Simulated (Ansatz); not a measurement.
## Geometry relaxation, with input and output: C$_{2}$H$_{9}$InO$_{2}$ (part 1 of 2)

- system: C$_{2}$H$_{9}$InO$_{2}$, SMILES [CH3][In-]([CH3])([OH])[OH2+]
- method: RKS PBE-D4/def2-SVP (Ansatz 0.2.0)

The geometry: force-field start. Figures and captions count atoms from 1; the log counts them from 0 in places.

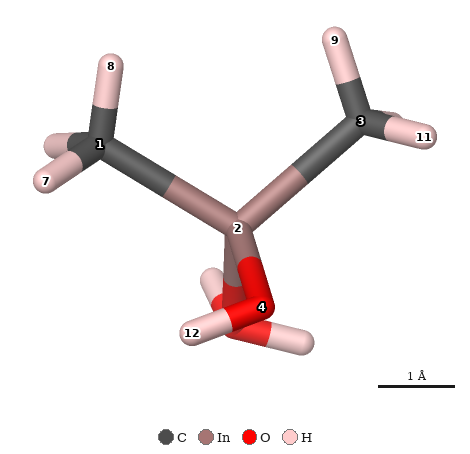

Fig. 1: The input geometry (stick view, seen at a tilt; atoms are numbered from 1 in the order of the input). Sticks mark near contacts. Bond lengths as drawn: C–H 1.08 to 1.15 Å, C–In 2.13 to 2.17 Å, H–O 0.93 to 1.02 Å and In–O 1.98 to 2.02 Å.

Input file
```yaml
crystal:
  periodic: [false, false, false]
  atoms:
    - {symbol: C, position_ang: [-1.554700, 1.054300, 0.422200]}
    - {symbol: In, position_ang: [-0.021800, -0.174300, -0.409700]}
    - {symbol: C, position_ang: [0.933000, -1.246000, 1.211800]}
    - {symbol: O, position_ang: [-0.740700, -1.481100, -1.705300]}
    - {symbol: O, position_ang: [1.334400, 0.967000, -1.381200]}
    - {symbol: H, position_ang: [-1.223500, 2.151200, 0.521500]}
    - {symbol: H, position_ang: [-2.445700, 1.097600, -0.274700]}
    - {symbol: H, position_ang: [-1.874800, 0.725600, 1.394600]}
    - {symbol: H, position_ang: [0.364500, -1.130000, 2.192100]}
    - {symbol: H, position_ang: [1.976700, -0.816600, 1.417900]}
    - {symbol: H, position_ang: [1.049100, -2.319700, 0.979300]}
    - {symbol: H, position_ang: [-1.454100, -0.955500, -2.202300]}
    - {symbol: H, position_ang: [2.084800, 0.424200, -1.457000]}
    - {symbol: H, position_ang: [1.559800, 1.673900, -0.680500]}
basis:
  gaussian: {orbitals: def2-SVP}
hamiltonian: {xc: pbe, dispersion: d4}
relax: {f_tol: 0.03, max_steps: 200}
```

Launch command:
```bash
ansatz run in.yaml --threads 4 --pin off --events-out ev --progress --plain --max-ram 11315MiB
```

What the program printed
```
Functional definition: PBE
  name "PBE"
  cite "Perdew, Burke & Ernzerhof, Phys. Rev. Lett. 77, 3865 (1996) doi:10.1103/PhysRevLett.77.3865"
  parent pbe
  parameter kappa = 0.804
  parameter beta = 0.06672455060314922
  exchange = pbe_x(kappa = kappa, mu = beta*pi^2/3)
  correlation = pbe_c(beta = beta)
1440 factors; their error is unknown
mean field evaluation 1: about -11450.8318 eV, gradient 1.1e2 eV
mean field evaluation 2: about -11326.8343 eV, gradient 2.1e2 eV
mean field evaluation 4: about -11474.6818 eV, gradient 1.2e1 eV
mean field evaluation 8: about -11475.2225 eV, gradient 1.2e-1 eV
mean field evaluation 16: about -11475.1874 eV, gradient 1.4e-3 eV
mean field -11475.18737774 eV, -421.7053579706 hartree, gradient 2.1e-5 eV, S^2 0.000000; 0 other end points of the search recorded, 0 dependent functions left out
the calculation of the forces begins
reference -11475.18743231 eV, -421.7053599760 hartree; 29, 29 occupied and 98, 98 virtual orbitals, 1440 factors
relax step   1: F+E_penalty+E_count = -11475.43869518 eV  Δ(F+E_penalty+E_count) = +0.000e0 eV  max|allowed force component| = 4.720e0 eV/Å  Δτ_max = 0.0000 Å  (29 SCF iters, accepted)
these checks for a lower state are left out or cut short: starts, cluster_reference, orbital_swaps, neighbouring_geometries, increment
1440 factors; their error is unknown
mean field -11476.31424607 eV, -421.7467696179 hartree, gradient 2.1e-5 eV, S^2 0.000000; 0 other end points of the search recorded, 0 dependent functions left out
[... from here on the field's lines of each further geometry are left out, up to the last ...]
relax step   2: F+E_penalty+E_count = -11476.55636328 eV  Δ(F+E_penalty+E_count) = -1.118e0 eV  max|allowed force component| = 1.364e0 eV/Å  Δτ_max = 0.1946 Å  (35 SCF iters, accepted)
relax step   3: F+E_penalty+E_count = -11476.78610353 eV  Δ(F+E_penalty+E_count) = -2.297e-1 eV  max|allowed force component| = 4.944e-1 eV/Å  Δτ_max = 0.1931 Å  (30 SCF iters, accepted)
relax step   4: F+E_penalty+E_count = -11476.84680470 eV  Δ(F+E_penalty+E_count) = -6.070e-2 eV  max|allowed force component| = 9.566e-1 eV/Å  Δτ_max = 0.1934 Å  (28 SCF iters, accepted)
relax step   5: F+E_penalty+E_count = -11476.86444327 eV  Δ(F+E_penalty+E_count) = -1.764e-2 eV  max|allowed force component| = 1.320e0 eV/Å  Δτ_max = 0.1873 Å  (30 SCF iters, accepted)
relax step   6: F+E_penalty+E_count = -11476.92499245 eV  Δ(F+E_penalty+E_count) = -6.055e-2 eV  max|allowed force component| = 3.643e-1 eV/Å  Δτ_max = 0.2000 Å  (28 SCF iters, accepted)
relax step   7: F+E_penalty+E_count = -11476.95495244 eV  Δ(F+E_penalty+E_count) = -2.996e-2 eV  max|allowed force component| = 1.980e-1 eV/Å  Δτ_max = 0.1328 Å  (29 SCF iters, accepted)
relax step   8: F+E_penalty+E_count = -11477.00794311 eV  Δ(F+E_penalty+E_count) = -5.299e-2 eV  max|allowed force component| = 8.759e-1 eV/Å  Δτ_max = 0.1969 Å  (29 SCF iters, accepted)
relax step   9: F+E_penalty+E_count = -11477.09667040 eV  Δ(F+E_penalty+E_count) = -8.873e-2 eV  max|allowed force component| = 1.092e0 eV/Å  Δτ_max = 0.1951 Å  (29 SCF iters, accepted)
relax step  10: F+E_penalty+E_count = -11477.20944442 eV  Δ(F+E_penalty+E_count) = -1.128e-1 eV  max|allowed force component| = 7.286e-1 eV/Å  Δτ_max = 0.1949 Å  (29 SCF iters, accepted)
relax step  11: F+E_penalty+E_count = -11477.24920720 eV  Δ(F+E_penalty+E_count) = -3.976e-2 eV  max|allowed force component| = 5.835e-1 eV/Å  Δτ_max = 0.1924 Å  (29 SCF iters, accepted)
relax step  12: F+E_penalty+E_count = -11477.14647032 eV  Δ(F+E_penalty+E_count) = +1.027e-1 eV  max|allowed force component| = 1.372e0 eV/Å  Δτ_max = 0.2000 Å  (36 SCF iters, rejected (line search))
relax step  13: F+E_penalty+E_count = -11477.28980863 eV  Δ(F+E_penalty+E_count) = -4.060e-2 eV  max|allowed force component| = 1.074e-1 eV/Å  Δτ_max = 0.0963 Å  (28 SCF iters, accepted)
relax step  14: F+E_penalty+E_count = -11477.29228709 eV  Δ(F+E_penalty+E_count) = -2.478e-3 eV  max|allowed force component| = 8.941e-2 eV/Å  Δτ_max = 0.0286 Å  (30 SCF iters, accepted)
relax step  15: F+E_penalty+E_count = -11477.29038186 eV  Δ(F+E_penalty+E_count) = +1.905e-3 eV  max|allowed force component| = 1.276e-1 eV/Å  Δτ_max = 0.0728 Å  (29 SCF iters, rejected (line search))
relax step  16: F+E_penalty+E_count = -11477.29373203 eV  Δ(F+E_penalty+E_count) = -1.445e-3 eV  max|allowed force component| = 2.052e-2 eV/Å  Δτ_max = 0.0350 Å  (30 SCF iters, accepted)
relax step  17: F+E_penalty+E_count = -11477.29405535 eV  Δ(F+E_penalty+E_count) = -3.233e-4 eV  max|allowed force component| = 1.974e-2 eV/Å  Δτ_max = 0.0356 Å  (30 SCF iters, accepted)
relax step  18: F+E_penalty+E_count = -11477.29428719 eV  Δ(F+E_penalty+E_count) = -2.318e-4 eV  max|allowed force component| = 4.312e-2 eV/Å  Δτ_max = 0.0402 Å  (29 SCF iters, accepted)
relax step  19: F+E_penalty+E_count = -11477.29453915 eV  Δ(F+E_penalty+E_count) = -2.520e-4 eV  max|allowed force component| = 5.817e-2 eV/Å  Δτ_max = 0.0339 Å  (28 SCF iters, accepted)
relax step  20: F+E_penalty+E_count = -11477.29476870 eV  Δ(F+E_penalty+E_count) = -2.296e-4 eV  max|allowed force component| = 6.618e-2 eV/Å  Δτ_max = 0.0417 Å  (29 SCF iters, accepted)
relax step  21: F+E_penalty+E_count = -11477.29482367 eV  Δ(F+E_penalty+E_count) = -5.497e-5 eV  max|allowed force component| = 8.631e-2 eV/Å  Δτ_max = 0.0504 Å  (28 SCF iters, accepted)
relax step  22: F+E_penalty+E_count = -11477.29537579 eV  Δ(F+E_penalty+E_count) = -5.521e-4 eV  max|allowed force component| = 5.983e-2 eV/Å  Δτ_max = 0.0205 Å  (30 SCF iters, accepted)
the calculation of the forces begins
reference -11477.05477078 eV, -421.7739833991 hartree; 29, 29 occupied and 98, 98 virtual orbitals, 1440 factors
relax step  23: F+E_penalty+E_count = -11477.29579894 eV  Δ(F+E_penalty+E_count) = -4.232e-4 eV  max|allowed force component| = 1.247e-2 eV/Å  Δτ_max = 0.0207 Å  (30 SCF iters, accepted)
1440 factors; their error is unknown
mean field evaluation 192: about -11477.0547 eV, gradient 6.1e-3 eV
```

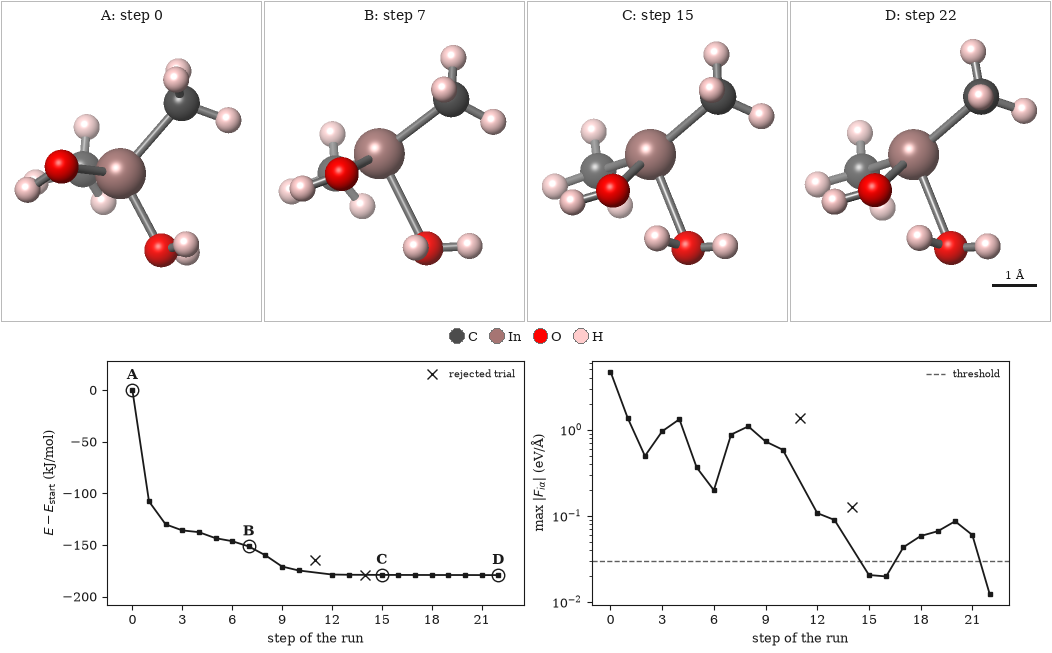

Fig. 2: Frames of the relaxation (ball-and-stick view, seen at a tilt) above the curves, on which the letters mark them (the first geometry is step 0 here and step 1 in the log).

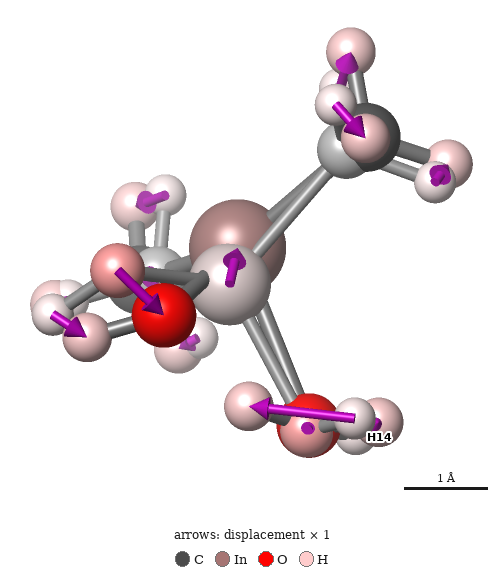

Fig. 3: Start (faint) and end (solid) with the displacements as pink arrows, at true length (ball-and-stick view, seen at a tilt). The two geometries are laid on each other by the best rigid fit. After 22 geometry steps the energy has fallen by 179.2 kJ/mol. Largest force component: 4.7 eV/Å at the start, 0.012 eV/Å at the end. The line search rejected the trial steps at points 11, 14 (counted from 0) and went back. The atom that moves furthest after the best rigid fit is H13 (1.30 Å). Largest moves by element: H 1.30 Å, O 0.79 Å, In 0.65 Å, C 0.37 Å. Among the contacts that change: In2–O5 2.021 → 2.394 Å, In2–O4 1.976 → 2.141 Å, O5–H13 0.929 → 1.043 Å, C1–H6 1.150 → 1.107 Å. Among the angles that change: O4–In2–O5 107.6° → 66.7°, C1–In2–C3 108.0° → 140.0°, In2–O5–H13 104.5° → 73.4°. (Atoms are counted from 1 in the order of the input.)

```
mean field -11477.05471759 eV, -421.7739814443 hartree, gradient 1.9e-5 eV, S^2 0.000000; 1 other end points of the search recorded, 0 dependent functions left out
the calculation of the forces begins
reference -11477.05477078 eV, -421.7739833991 hartree; 29, 29 occupied and 98, 98 virtual orbitals, 1440 factors
Total energy: -11477.29585214 eV, -421.7828429755 hartree
Atom 0 at    -1.857560     1.273556     0.436166 Å, force    -0.002324     0.001464    -0.000843 eV/Å
Atom 1 at    -0.216114    -0.125009     0.202275 Å, force     0.008287    -0.007694     0.005157 eV/Å
Atom 2 at     1.109290    -1.346838     1.407935 Å, force    -0.012471     0.009307    -0.004436 eV/Å
Atom 3 at    -0.134883    -0.951341    -1.771446 Å, force    -0.000539    -0.000015     0.004080 eV/Å
Atom 4 at     1.305681     1.024769    -1.244372 Å, force    -0.004397    -0.003544    -0.000149 eV/Å
Atom 5 at    -1.442865     2.299204     0.386064 Å, force    -0.001244     0.002926    -0.000877 eV/Å
Atom 6 at    -2.585624     1.140125    -0.386991 Å, force    -0.001826     0.000793    -0.000142 eV/Å
Atom 7 at    -2.372745     1.136507     1.405789 Å, force    -0.000773     0.001329     0.002029 eV/Å
Atom 8 at     0.556273    -1.818208     2.243201 Å, force     0.001883    -0.001902    -0.001857 eV/Å
Atom 9 at     1.931448    -0.736310     1.829745 Å, force     0.003482    -0.000860     0.004242 eV/Å
Atom 10 at     1.528740    -2.138175     0.757804 Å, force     0.006552    -0.004514    -0.000713 eV/Å
Atom 11 at    -0.941514    -0.803768    -2.299327 Å, force    -0.000956     0.000580    -0.002610 eV/Å
Atom 12 at     0.871553     0.264847    -1.811150 Å, force     0.000109     0.002094    -0.007352 eV/Å
Atom 13 at     2.235320     0.751241    -1.126995 Å, force     0.004218     0.000037     0.003470 eV/Å
Dipole moment:     0.033884     0.080127     0.145803 e Å
```

Trajectory as extended XYZ (Å, eV, eV/Å), 23 frames, from step=1 to step=23
```
14
Properties=species:S:1:pos:R:3:forces:R:3 step=1 energy=-11475.43870
C    -1.5547    1.0543    0.4222   -0.3458   2.5908  -1.5975
In   -0.0218   -0.1743   -0.4097   -2.9106  -2.2222   3.5017
C     0.9330   -1.2460    1.2118    1.3682   0.5356   1.0154
O    -0.7407   -1.4811   -1.7053   -1.5421   0.1099  -2.2090
O     1.3344    0.9670   -1.3812    0.4770   4.7203  -0.1574
H    -1.2235    2.1512    0.5215   -0.3548  -0.9426   0.0397
H    -2.4457    1.0976   -0.2747    0.4174  -0.0833   0.5080
H    -1.8748    0.7256    1.3946   -0.2301  -0.5122   0.9661
H     0.3645   -1.1300    2.1921    0.2622  -0.0469  -0.9287
H     1.9767   -0.8166    1.4179   -0.7681  -0.5553  -0.0451
H     1.0491   -2.3197    0.9793    0.0213  -0.0936   0.0190
H    -1.4541   -0.9555   -2.2023    1.0887  -1.0905   0.6280
H     2.0848    0.4242   -1.4570    2.5990  -1.4308  -0.4013
H     1.5598    1.6739   -0.6805   -0.0824  -0.9793  -1.3390
14
Properties=species:S:1:pos:R:3:forces:R:3 step=2 energy=-11476.55636
C    -1.6130    1.1518    0.4083   -0.1481   0.6928  -0.3754
In   -0.1465   -0.2743   -0.2986   -0.8673  -0.8167   0.7051
C     1.0216   -1.2716    1.2407    0.1970   0.1569   0.4071
O    -0.7598   -1.5162   -1.8094   -0.2940   0.3558  -0.3521
O     1.3525    0.9839   -1.3535    0.5210   1.3640   0.0116
H    -1.2748    2.2131    0.5409   -0.0525  -0.4151  -0.0463
H    -2.5040    1.1543   -0.2614    0.1120   0.0263   0.2198
H    -1.8918    0.7466    1.3935   -0.2187   0.0307   0.2331
H     0.3841   -1.1337    2.1546    0.3183  -0.1801  -0.2547
H     2.0420   -0.8719    1.4765   -0.3487  -0.1263  -0.1479
H     1.0948   -2.3493    1.0038    0.0536  -0.0511   0.0826
H    -1.4787   -1.0144   -2.2645    0.3610  -0.3731   0.1358
H     2.1506    0.4488   -1.4846    0.4326  -0.1551  -0.0787
H     1.6101    1.7037   -0.7177   -0.0661  -0.5091  -0.5401
14
Properties=species:S:1:pos:R:3:forces:R:3 step=3 energy=-11476.78610
C    -1.6841    1.1940    0.4169    0.0090  -0.0632   0.1975
In   -0.2369   -0.3320   -0.2057   -0.4375  -0.4241   0.0341
C     1.0334   -1.3247    1.2757   -0.0612   0.0036   0.1498
O    -0.7291   -1.5235   -1.8325    0.2109   0.2249   0.3082
O     1.3550    1.0100   -1.3449    0.4944   0.0011  -0.1320
H    -1.2402    2.2089    0.5025   -0.0439  -0.0915   0.0077
H    -2.5520    1.2326   -0.2673   -0.0248   0.0415  -0.0321
H    -2.0397    0.8667    1.4252    0.0627   0.1781  -0.2456
H     0.4839   -1.2554    2.2463    0.2056  -0.0096  -0.2005
H     2.0338   -0.8549    1.4013   -0.1145  -0.0631  -0.0079
H     1.1605   -2.3966    1.0256    0.0464   0.0391  -0.0276
H    -1.4211   -1.0455   -2.3260   -0.0429  -0.0127  -0.0652
H     2.1605    0.4791   -1.5523   -0.3518   0.2265   0.0892
H     1.6630    1.7119   -0.7361    0.0475  -0.0507  -0.0757
14
Properties=species:S:1:pos:R:3:forces:R:3 step=4 energy=-11476.84680
C    -1.7384    1.2410    0.3988   -0.0934  -0.1668   0.1716
In   -0.3258   -0.3705   -0.1065   -0.0501  -0.0407  -0.0358
C     1.0672   -1.3622    1.2708   -0.1216  -0.0938   0.0966
O    -0.6725   -1.5299   -1.7835    0.0970   0.1658   0.2292
O     1.3081    1.0457   -1.2644    0.9566  -0.1630  -0.0364
H    -1.2312    2.2268    0.4599   -0.0039  -0.0894  -0.0042
H    -2.5647    1.3065   -0.3376    0.0630   0.0007   0.0017
H    -2.1773    0.9997    1.3971    0.0970   0.1184  -0.2209
H     0.5925   -1.3760    2.2794    0.1643   0.0124  -0.1445
H     2.0463   -0.8419    1.3458   -0.1051  -0.0046  -0.0044
H     1.2459   -2.4125    0.9569   -0.0262   0.1170  -0.0289
H    -1.3675   -1.0931   -2.3105   -0.0236  -0.0182  -0.0390
H     2.0370    0.4631   -1.6244   -0.7401   0.5819   0.3794
H     1.7673    1.6739   -0.6530   -0.2139  -0.4197  -0.3644
14
Properties=species:S:1:pos:R:3:forces:R:3 step=5 energy=-11476.86444
C    -1.7766    1.2489    0.3939   -0.0455  -0.1727   0.0264
In   -0.3433   -0.3511   -0.0567   -0.0343   0.0072   0.0327
C     1.0735   -1.3592    1.2772   -0.1011  -0.1134  -0.0717
O    -0.6159   -1.4943   -1.7530   -0.0107   0.1596   0.0803
O     1.3030    1.0753   -1.2223    1.3202  -0.1949   0.0670
H    -1.2495    2.2191    0.4563    0.0422   0.0530  -0.0055
H    -2.5630    1.3170   -0.3826    0.0231  -0.0007  -0.0192
H    -2.2605    1.0437    1.3715    0.0308   0.0236  -0.0521
H     0.6444   -1.4448    2.2957    0.0258   0.0193  -0.0143
H     2.0309   -0.8086    1.3465    0.0540   0.0451   0.0124
H     1.2775   -2.3798    0.8923   -0.0174   0.0801  -0.0053
H    -1.3526   -1.1124   -2.2699    0.0764  -0.0540   0.0188
H     1.9103    0.4499   -1.7273   -0.7622   0.7788   0.6645
H     1.9088    1.5669   -0.5929   -0.6013  -0.6310  -0.7341
14
Properties=species:S:1:pos:R:3:forces:R:3 step=6 energy=-11476.92499
C    -1.7964    1.2702    0.4148   -0.2678   0.1782   0.0819
In   -0.3730   -0.3126    0.0313    0.0821  -0.0240  -0.3643
C     1.0781   -1.3433    1.2721    0.0439  -0.1498   0.0876
O    -0.5061   -1.4288   -1.7123   -0.1261   0.1424  -0.0276
O     1.2807    1.0886   -1.1970    0.0259  -0.0114   0.0714
H    -1.2735    2.2491    0.4671    0.0089  -0.1101  -0.0258
H    -2.5462    1.3175   -0.4002    0.0157   0.0104   0.0267
H    -2.3283    1.1094    1.3772    0.0558  -0.0113  -0.0972
H     0.6809   -1.5170    2.2925    0.0140  -0.0020  -0.0302
H     2.0367   -0.7932    1.3679   -0.0402   0.0218  -0.0385
H     1.2731   -2.3229    0.7923    0.0389   0.0083   0.0363
H    -1.2416   -1.1792   -2.3142    0.2570   0.0185   0.3277
H     1.7162    0.4095   -1.7539   -0.1164   0.0095   0.0211
H     1.9865    1.4233   -0.6090    0.0083  -0.0806  -0.0691
```
